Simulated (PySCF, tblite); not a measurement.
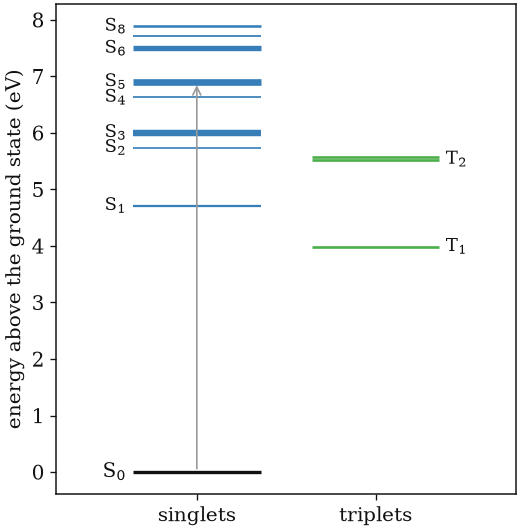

State diagram of C₂H₇BCl₂Ge, SMILES C[CH2][GeH2][B](Cl)Cl, singlet. Vertical TDDFT excitations, CAM-B3LYP/def2-SVPD with PySCF 2.14.0, at a GFN2-xTB geometry (a minimum by its frequencies), gas phase. Triplets in the Tamm-Dancoff approximation; only the lowest 8 singlets and 3 triplets were computed. Thicker singlet lines are brighter; the arrow marks the brightest.

Question: What character does the calculation give T1?

Answer: Mainly HOMO → LUMO (81 %).

Question: How many of the triplet levels drawn lie below S1?

Answer: 1 of 3 (T1 3.98 eV, T2 5.53 eV, T3 5.57 eV; S1 4.71 eV).

Question: What are the energy, strength and character of the state that the arrow marks?

Answer: S5 at 6.90 eV (180 nm), f = 0.108, mainly HOMO−4 → LUMO (92 %).

Caveats: the tight-binding geometry is rougher than a DFT one and adds to the error; one conformer of a flexible molecule; core orbitals are frozen in the response.
